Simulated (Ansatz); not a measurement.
# One shape, several levels: CF (SMILES [C]F)

Wanted: a comparison of 6 runs (UHF/STO-3G, U-revPBE/STO-3G, UB2PLYP/STO-3G, UPBE/STO-3G, USVWN5/STO-3G, UCCSDT(Q)/STO-3G) of CF. 

The results are computed with Ansatz 0.2.0.

51 further runs of the same task are left out: 9 that didn't finish, 42 set aside as unsound or not needed.

### 1 The structure to begin with

The species is CF (2 atoms), meant as a doublet with charge 0. As SMILES, `[C]F`. The F2–C1 distance was set to 1.912 Å, away from the relaxed value.

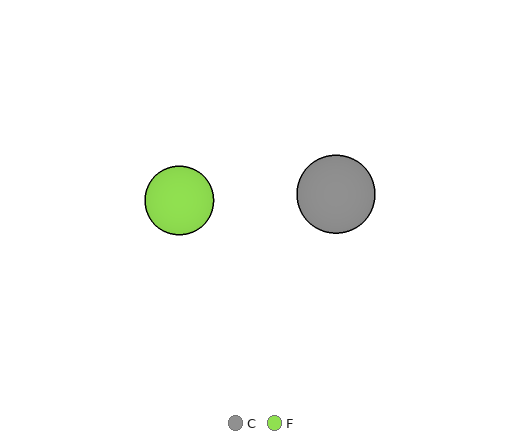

Viewed from a chosen angle; carbon grey, fluorine green.

### 2 A single-point energy at UHF/STO-3G (run 1)

in.yaml reads:

```yaml
crystal:
  periodic: [false, false, false]
  atoms:
    - {symbol: C, position_ang: [0.000000, 0.000000, -0.637200]}
    - {symbol: F, position_ang: [0.000000, 0.000000, 1.274400]}
basis:
  gaussian:
    orbitals: STO-3G
total_charge: 0
magnetization:
  spin_polarized: true
  initial_magnetization: 1
hamiltonian:
  xc: hf
accuracy: high
```

On the command line:

```bash
$ ansatz run in.yaml --threads 1 --pin off --max-ram 2610MiB --events-out events.jsonl --progress --plain --runs-dir runs
```

Standard output:

```text
Warning: RAYON_NUM_THREADS=1 ignored (pool sized by the plan → 1); use --threads N
Functional definition: HF
  name "HF"
  exchange = exact_x
  correlation = 0
149 factors; integrals over basis functions are off by at most 3.9e-8 eV
mean field evaluation 1: about -3671.9468 eV, gradient 1.5e1 eV
mean field evaluation 2: about -3671.9890 eV, gradient 1.5e1 eV
mean field evaluation 4: about -3676.3843 eV, gradient 4.9e0 eV
mean field evaluation 8: about -3676.9223 eV, gradient 8.5e-1 eV
mean field evaluation 16: about -3678.8501 eV, gradient 6.5e-3 eV
mean field evaluation 32: about -3678.7422 eV, gradient 2.0e0 eV
mean field evaluation 64: about -3678.7780 eV, gradient 1.2e0 eV
mean field evaluation 96: about -3677.8315 eV, gradient 8.9e-1 eV
mean field evaluation 128: about -3677.7578 eV, gradient 1.8e0 eV
mean field evaluation 160: about -3676.9030 eV, gradient 8.5e-2 eV
mean field evaluation 192: about -3677.4335 eV, gradient 2.8e-4 eV
mean field -3678.82709371 eV, -135.1944020952 hartree, gradient 3.1e-8 eV, S^2 1.498457; 12 other end points of the search recorded, 0 dependent functions left out
reference -3678.82709371 eV, -135.1944020952 hartree; 8, 7 occupied and 2, 3 virtual orbitals, 149 factors
Total energy: -3678.82709371 eV, -135.1944020952 hartree
```

Run time: 0.26 s. Hardware: 1 thread of Arm Neoverse N1, shared host.

### 3 A single-point energy at U-revPBE/STO-3G (run 2)

input.yaml reads:

```yaml
crystal:
  periodic: [false, false, false]
  atoms:
    - {symbol: C, position_ang: [0.000000, 0.000000, -0.637200]}
    - {symbol: F, position_ang: [0.000000, 0.000000, 1.274400]}
basis:
  gaussian:
    orbitals: STO-3G
hamiltonian:
  xc: {name: revPBE}
accuracy: high
magnetization:
  spin_polarized: true
  initial_magnetization: 1
```

On the command line:

```bash
$ ansatz run input.yaml --threads 1 --pin off --max-ram 2610MiB --events-out events.jsonl --progress --plain --runs-dir runs
```

Standard output:

```text
Warning: RAYON_NUM_THREADS=1 ignored (pool sized by the plan → 1); use --threads N
Functional definition: revPBE
  name "revPBE"
  parameter kappa = 1.245
  parameter beta = 0.06672455060314922
  exchange = pbe_x(kappa = kappa, mu = beta*pi^2/3)
  correlation = pbe_c(beta = beta)
149 factors; integrals over basis functions are off by at most 3.9e-8 eV
mean field evaluation 1: about -3692.2019 eV, gradient 9.0e0 eV
mean field evaluation 2: about -3547.4986 eV, gradient 1.3e2 eV
mean field evaluation 4: about -3692.9478 eV, gradient 2.2e0 eV
mean field evaluation 8: about -3693.0081 eV, gradient 6.5e-1 eV
mean field evaluation 16: about -3692.9757 eV, gradient 8.4e-3 eV
mean field evaluation 32: about -3687.7858 eV, gradient 2.1e0 eV
mean field evaluation 64: about -3692.9770 eV, gradient 2.3e-2 eV
mean field evaluation 96: about -3687.8345 eV, gradient 1.4e-1 eV
mean field -3692.97571293 eV, -135.7143542615 hartree, gradient 4.3e-8 eV, S^2 0.872935; 8 other end points of the search recorded, 0 dependent functions left out
reference -3692.97571396 eV, -135.7143542993 hartree; 8, 7 occupied and 2, 3 virtual orbitals, 149 factors
Total energy: -3692.97571396 eV, -135.7143542993 hartree
```

It took 2.9 s on 1 thread of Arm Neoverse N1, shared host.

Runs 3 to 5 aren't shown in full; the table further down has their settings and results.

### 4 The energy at UCCSDT(Q)/STO-3G (run 6)

job.yaml reads:

```yaml
crystal:
  periodic: [false, false, false]
  atoms:
    - {symbol: C, position_ang: [0.000000, 0.000000, -0.637200]}
    - {symbol: F, position_ang: [0.000000, 0.000000, 1.274400]}
basis:
  gaussian: {orbitals: STO-3G}
magnetization: {spin_polarized: true, initial_magnetization: 1}
correlation: {method: ccsdt_q, frozen_orbitals: {C: 1, F: 1}}
accuracy: high
scf: {omitted_lower_state_checks: [cluster_reference, increment]}
```

On the command line:

```bash
$ ansatz run job.yaml --threads 1 --pin off --max-ram 2610MiB --events-out events.jsonl --progress --plain --runs-dir runs
```

Standard output:

```text
Warning: RAYON_NUM_THREADS=1 ignored (pool sized by the plan → 1); use --threads N
[... 19 lines left out ...]
2 core orbitals not correlated: weight in the atoms' cores, before any rotation towards them, 1.000 or more for the frozen orbitals, at most 0.000 for the correlated occupied ones
[... 79 lines left out ...]
Total energy: -3680.72906903 eV, -135.2642983989 hartree
Checks for a lower state left out: cluster_reference, increment
```

Wall time 2.8 s (1 thread of Arm Neoverse N1, shared host).

### 5 All runs side by side

| run | level | frozen core orbitals | energy (Eh) | ⟨S²⟩ | wall time |
| --- | --- | --- | --- | --- | --- |
| 1 | UHF/STO-3G | – | -135.194402 | 1.498 | 0.26 s |
| 2 | U-revPBE/STO-3G | – | -135.714354 | 0.873 | 2.9 s |
| 3 | UB2PLYP/STO-3G | 2 | -135.548361 | 1.223 | 2.3 s |
| 4 | UPBE/STO-3G | – | -135.593761 | 0.867 | 2.8 s |
| 5 | USVWN5/STO-3G | – | -134.702125 | 0.872 | 1.5 s |
| 6 | UCCSDT(Q)/STO-3G | 2 | -135.264298 | 1.498 | 2.8 s |

### 6 Outcome

```
                                          quantity          value
                               run 6: total energy  -135.26430 Eh
run 6: correlation energy (2 core orbitals frozen)      -69.9 mEh
          run 6: ⟨S²⟩ of the reference determinant          1.498
                              run 6: T1 diagnostic          0.104
```

**Reading.** Totals of different functionals can't be ranked against each other. In runs 1, 2, 3, 4, 5, 6 the basis is minimal, so the values are rough. Spin contamination of the reference: run 1 ⟨S²⟩ = 1.50, run 6 ⟨S²⟩ = 1.50, run 3 ⟨S²⟩ = 1.22, run 2 ⟨S²⟩ = 0.87, run 5 ⟨S²⟩ = 0.87, run 4 ⟨S²⟩ = 0.87. Where it is this large, the reference is a mixture of spin states, and values that rest on it are in doubt. All runs together took 13 s, the longest 2.9 s.
